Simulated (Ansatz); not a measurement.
**CHBCl+ (quintet): correlated methods under varied settings**

What do other methods and options give for CHBCl+ (quintet) at this geometry, and how long do they take?

Computed with Ansatz 0.2.0, Gaussian basis. Level: the settings change from run to run.

26 further runs of the same task are left out: 9 that didn't finish, 17 set aside as unsound or not needed.

### 1 What is computed

The geometry is a PBE0/def2-TZVP stationary point (not a proven minimum) of the parent state, kept for this charge and spin.

4 atoms, charge 1, spin multiplicity 5.

Atoms are counted from 1 here; the program's logs count them from 0.

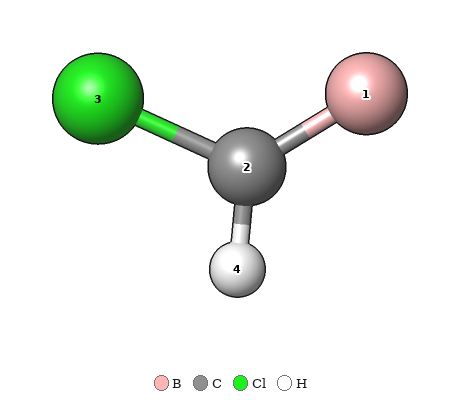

The structure; boron pink, carbon grey, chlorine green, hydrogen white; atoms are numbered from 1 in the order of the file.

### 2 BCCD(T) on UHF/6-31G*

The input, in.yaml:

```yaml
crystal:
  periodic: [false, false, false]
  atoms:
    - {symbol: B, position_ang: [0.000000, -0.449484, 1.928752]}
    - {symbol: C, position_ang: [0.000000, 0.465571, 0.769072]}
    - {symbol: Cl, position_ang: [0.000000, -0.064811, -0.871300]}
    - {symbol: H, position_ang: [0.000000, 1.552953, 0.795047]}
basis:
  gaussian: {orbitals: "6-31G*", fitting: {mean_field: def2-universal-jkfit}}
total_charge: 1
magnetization: {spin_polarized: true, initial_magnetization: 4}
hamiltonian: {pseudopotentials: {relativity: scalar}}
correlation: {method: bccd_t, electrons: outside_noble_gas, diis_vectors: 1}
accuracy: high
scf: {lower_state_search: off}
```

The run is started by

```
> ansatz run in.yaml --threads 1 --pin off --events-out ev --progress --plain --max-ram 2393MiB
```

What it wrote (excerpt; [...] marks lines left out):

```text
Functional definition: HF
  name "HF"
  cite "Fock, Z. Phys. 61, 126 (1930) doi:10.1007/BF01340294"
  parent pbe
[...]
296 factors; integrals over basis functions are off by at most 8.1e-2 eV
[...]
mean field -14240.43353792 eV, -523.3262800061 hartree, gradient 1.1e-8 eV, S^2 6.012772; 0 other end points of the search recorded, 0 dependent functions left out
7 core orbitals not correlated: weight in the atoms' cores, before any rotation towards them, 1.000 or more for the frozen orbitals, at most 0.000 for the correlated occupied ones
reference -14240.43353792 eV, -523.3262800061 hartree; 9, 5 occupied and 35, 39 virtual orbitals, 296 factors
second order -6.62061866 eV of doubles, -0.00000000 eV of singles
cycle   1  -7.30849227 eV  change   -6.9e-1 eV  update   7.9e-2
[...]
cycle  45  -7.63715348 eV  change   9.3e-10 eV  update   1.5e-9
perturbative correction -0.28356887 eV, -0.0104209637 hartree
Total energy: -14248.35426027 eV, -523.6173611834 hartree
Relativity: scalar
Checks for a lower state left out: stability, starts, cluster_reference, orbital_swaps, neighbouring_geometries, increment
```

It took 2.7 s on 1 thread of Intel Xeon Platinum 8488C, shared host.

From the report: ⟨S²⟩ of the determinant 6.013 (pure quintet: 6.00); correlation -7.9207 eV; largest double amplitude 0.04.

### 3 NEVPT2(4,9)/6-31G

The input, in.yaml:

```yaml
crystal:
  periodic: [false, false, false]
  atoms:
    - {symbol: B, position_ang: [0.000000, -0.449484, 1.928752]}
    - {symbol: C, position_ang: [0.000000, 0.465571, 0.769072]}
    - {symbol: Cl, position_ang: [0.000000, -0.064811, -0.871300]}
    - {symbol: H, position_ang: [0.000000, 1.552953, 0.795047]}
basis:
  gaussian: {orbitals: 6-31G}
total_charge: 1
magnetization: {spin_polarized: false, initial_magnetization: 4}
correlation: {method: sc_nevpt2, electrons: valence, active_space: {window: {electrons: 4, orbitals: 9}}}
```

Same command.

What it wrote:

```text
Functional definition: HF
  name "HF"
  cite "Fock, Z. Phys. 61, 126 (1930) doi:10.1007/BF01340294"
  parent pbe
  exchange = exact_x
  correlation = 0
426 factors; integrals over basis functions are off by at most 2.5e-4 eV
mean field evaluation 1: about -14201.4676 eV, gradient 1.5e1 eV
mean field evaluation 2: about -14201.5997 eV, gradient 1.5e1 eV
mean field evaluation 4: about -14204.1615 eV, gradient 3.0e0 eV
mean field evaluation 8: about -14204.4294 eV, gradient 1.5e-1 eV
mean field evaluation 16: about -14203.5994 eV, gradient 3.9e0 eV
mean field evaluation 32: about -14204.4251 eV, gradient 2.4e-1 eV
mean field -14204.42964264 eV, -522.0031612587 hartree, gradient 2.6e-6 eV, S^2 6.000000; 6 other end points of the search recorded, 0 dependent functions left out
reference -14204.42964264 eV, -522.0031612587 hartree; 16, 12 occupied and 17, 21 virtual orbitals, 426 factors
state -14204.64394077 eV, -522.0110365699 hartree
state -14204.64394077 eV, -522.0110365699 hartree; corrected -14207.73858597 eV, -522.1247626832 hartree
Total energy: -14207.73858597 eV, -522.1247626832 hartree
```

Run time: 3 s. Hardware: 1 thread of Intel Xeon Platinum 8488C, shared host.

From the report: 70 determinants; active occupations 1.00, 1.00, 0.99, 0.99, 0.01, 0.01, 0.00, 0.00, 0.00.

### 4 CASCI(4,5)/STO-3G

in.yaml, as its differences from that of step 3:

```diff
@@ -8,5 +8,7 @@
 basis:
-  gaussian: {orbitals: 6-31G}
+  gaussian: {orbitals: STO-3G}
 total_charge: 1
 magnetization: {spin_polarized: false, initial_magnetization: 4}
-correlation: {method: sc_nevpt2, electrons: valence, active_space: {window: {electrons: 4, orbitals: 9}}}
+correlation: {active_space: {window: {electrons: 4, orbitals: 5}, fixed_orbitals: true, states: [{multiplicity: 5, weights: [1, 1, 1]}], root: 0}}
+scf: {lower_state_search: full}
+output: {forces: true}
```

The command is unchanged.

What it wrote (excerpt; [...] marks lines left out):

```text
Functional definition: HF
  name "HF"
  cite "Fock, Z. Phys. 61, 126 (1930) doi:10.1007/BF01340294"
  parent pbe
[...]
344 factors; integrals over basis functions are off by at most 4.3e-8 eV
[...]
mean field -14051.44401514 eV, -516.3810431456 hartree, gradient 1.1e-6 eV, S^2 6.000000; 13 other end points of the search recorded, 0 dependent functions left out
reference -14051.44401514 eV, -516.3810431456 hartree; 16, 12 occupied and 4, 8 virtual orbitals, 344 factors
state -14051.44401514 eV, -516.3810431456 hartree
state -14049.51094404 eV, -516.3100040928 hartree
state -14044.83292886 eV, -516.1380902060 hartree
[...]
Total energy: -14051.44401514 eV, -516.3810431456 hartree
Atom 0 at     0.000000    -0.449484     1.928752 Å, force    -0.000000    -0.896219     0.819339 eV/Å
Atom 1 at     0.000000     0.465571     0.769072 Å, force    -0.000000     1.799431     5.050588 eV/Å
Atom 2 at     0.000000    -0.064811    -0.871300 Å, force     0.000000    -1.529759    -5.327670 eV/Å
Atom 3 at     0.000000     1.552953     0.795047 Å, force    -0.000000     0.626547    -0.542256 eV/Å
Dipole moment:     0.000000     0.123833     0.217746 e Å
```

It took 0.48 s on 1 thread of Intel Xeon Platinum 8488C, shared host.

From the report: 2 determinants; active occupations (of the averaged states) 1.00, 1.00, 0.67, 0.67, 0.67. With so small a space the active step adds no correlation: the energy is the mean field's.

### 5 NEVPT2(4,9)/6-31G

The input, in.yaml:

```yaml
crystal:
  periodic: [false, false, false]
  atoms:
    - {symbol: B, position_ang: [0.000000, -0.449484, 1.928752]}
    - {symbol: C, position_ang: [0.000000, 0.465571, 0.769072]}
    - {symbol: Cl, position_ang: [0.000000, -0.064811, -0.871300]}
    - {symbol: H, position_ang: [0.000000, 1.552953, 0.795047]}
basis:
  gaussian: {orbitals: 6-31G}
total_charge: 1
magnetization: {spin_polarized: false, initial_magnetization: 4}
correlation: {method: sc_nevpt2, electrons: outside_noble_gas, active_space: {window: {electrons: 4, orbitals: 9}, states: [{multiplicity: 5, weights: [0.5, 1, 1, 0.5]}]}}
output: {forces: true}
```

The command is unchanged.

What it wrote (excerpt; [...] marks lines left out):

```text
Functional definition: HF
  name "HF"
  cite "Fock, Z. Phys. 61, 126 (1930) doi:10.1007/BF01340294"
  parent pbe
[...]
722 factors; integrals over basis functions are off by at most 1.4e-7 eV
[...]
mean field -14204.42988374 eV, -522.0031701192 hartree, gradient 1.2e-6 eV, S^2 6.000000; 6 other end points of the search recorded, 0 dependent functions left out
reference -14204.42988374 eV, -522.0031701192 hartree; 16, 12 occupied and 17, 21 virtual orbitals, 722 factors
state -14204.49911640 eV, -522.0057143723 hartree
state -14202.55375871 eV, -521.9342237960 hartree
state -14200.05549989 eV, -521.8424144778 hartree
state -14198.46469395 eV, -521.7839534376 hartree
state -14204.49911640 eV, -522.0057143723 hartree; corrected -14207.62285771 eV, -522.1205097482 hartree
state -14202.55375871 eV, -521.9342237960 hartree; corrected -14205.53293959 eV, -522.0437066738 hartree
state -14200.05549989 eV, -521.8424144778 hartree; corrected -14203.20659875 eV, -521.9582152249 hartree
state -14198.46469395 eV, -521.7839534376 hartree; corrected -14201.68445411 eV, -521.9022774412 hartree
[...]
Total energy: -14204.46439808 eV, -522.0044384978 hartree
Atom 0 at     0.000000    -0.449484     1.928752 Å, force    -0.000000    -2.391135     3.323956 eV/Å
Atom 1 at     0.000000     0.465571     0.769072 Å, force     0.000000     3.655018     1.433885 eV/Å
Atom 2 at     0.000000    -0.064811    -0.871300 Å, force    -0.000000    -1.808611    -5.206684 eV/Å
Atom 3 at     0.000000     1.552953     0.795047 Å, force    -0.000000     0.544727     0.448843 eV/Å
Dipole moment:    -0.000000     0.109047     0.253384 e Å
```

Run time: 6.5 s. Hardware: 1 thread of Intel Xeon Platinum 8488C, shared host.

From the report: 66 determinants; active occupations (of the averaged states) 1.00, 0.95, 0.83, 0.55, 0.36, 0.30, 0.00, 0.00, 0.00.

### 6 HF/cc-pVDZ

The input, in.yaml:

```yaml
crystal:
  periodic: [false, false, false]
  atoms:
    - {symbol: B, position_ang: [0.000000, -0.449484, 1.928752]}
    - {symbol: C, position_ang: [0.000000, 0.465571, 0.769072]}
    - {symbol: Cl, position_ang: [0.000000, -0.064811, -0.871300]}
    - {symbol: H, position_ang: [0.000000, 1.552953, 0.795047]}
basis:
  gaussian: {orbitals: cc-pVDZ}
total_charge: 1
magnetization: {spin_polarized: false, initial_magnetization: 4}
hamiltonian: {xc: hf}
output: {orbitals: {seedname: orbitals}}
```

Launched as before.

What it wrote:

```text
Functional definition: HF
  name "HF"
  cite "Fock, Z. Phys. 61, 126 (1930) doi:10.1007/BF01340294"
  parent pbe
  exchange = exact_x
  correlation = 0
504 factors; integrals over basis functions are off by at most 1.3e-3 eV
mean field evaluation 1: about -14203.0820 eV, gradient 1.8e1 eV
mean field evaluation 2: about -14203.2399 eV, gradient 1.8e1 eV
mean field evaluation 4: about -14206.1174 eV, gradient 3.5e0 eV
mean field evaluation 8: about -14206.4245 eV, gradient 5.4e-1 eV
mean field evaluation 16: about -14206.4299 eV, gradient 1.8e-5 eV
mean field evaluation 32: about -14205.6633 eV, gradient 1.5e0 eV
mean field evaluation 64: about -14205.1476 eV, gradient 1.3e1 eV
mean field -14206.42989965 eV, -522.0766693480 hartree, gradient 1.8e-5 eV, S^2 6.000000; 3 other end points of the search recorded, 0 dependent functions left out
reference -14206.42989965 eV, -522.0766693480 hartree; 16, 12 occupied and 35, 39 virtual orbitals, 504 factors
Total energy: -14206.42989965 eV, -522.0766693480 hartree
```

It took 0.72 s on 1 thread of Intel Xeon Platinum 8488C, shared host.

### 7 The runs in one table

Where basis and cores are those of an earlier UCCSDT(Q)/cc-pVDZ run (-14214.8077 eV), and the state is the same kind, the miss against it is given.

```csv
level,correlated,functions,energy (eV),from UCCSDT(Q) (meV),time
BCCD(T) on UHF/6-31G* (relativity set),outside noble gas,51,-14248.3543,,2.7 s
"NEVPT2(4,9)/6-31G",valence,33,-14207.7386,,3 s
"CASCI(4,5)/STO-3G (lowest root of an average)",,20,-14051.4440,,0.48 s
"NEVPT2(4,9)/6-31G (mean of several states)",outside noble gas,33,-14204.4644,,6.5 s
HF/cc-pVDZ,,51,-14206.4299,8377.8,0.72 s
```

### 8 Outcome

```
quantity                                                  value
    runs                                                      5
quickest  CASCI(4,5)/STO-3G (lowest root of an average), 0.48 s
 slowest      NEVPT2(4,9)/6-31G (mean of several states), 6.5 s
```

Total energies in different bases, with other cores or another treatment of relativity can't be set against each other. NEVPT2(4,9)/6-31G (mean of several states) took 14 times as long as CASCI(4,5)/STO-3G (lowest root of an average); the jobs differ in more than the method. Hartree-Fock, CASSCF and CASCI lack dynamic correlation by design.
